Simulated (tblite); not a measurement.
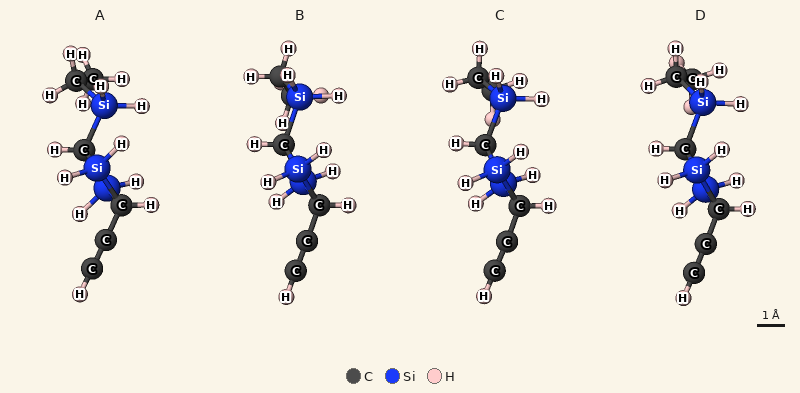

4 geometries from one relaxation of C₆H₁₄Si₃, in shuffled order. A ball-and-stick model, seen from a free direction.

Theory: GFN2-xTB geometry optimisation, gas phase in tblite. 

**Put them in the order of the run, from the start to the converged end.**

A, D, C, B. They are steps 0, 42, 86, 150, at +0.811 eV, +0.071 eV, +0.028 eV relative to the last. An H atom moves most after the best rigid fit: 1.09 Å. By element the largest moves are H 1.09 Å, C 0.61 Å, Si 0.45 Å. Among the contacts that change: C–Si 1.834 → 1.924 Å, C–Si 1.867 → 1.933 Å, C–Si 1.847 → 1.894 Å, C–H 1.090 → 1.048 Å. Among the angles between lasting bonds that change: Si–C–Si 109.2° → 117.3°, C–Si–H 107.0° → 114.1°, C–Si–H 109.5° → 114.6°. Groups turn about C–Si by about 40°, C–C by about 30°, C–Si by about 20°. After 150 geometry steps the energy has fallen by 0.811 eV. The run took 3.5 s on 1 thread of Arm Neoverse N1, with other jobs on the host.
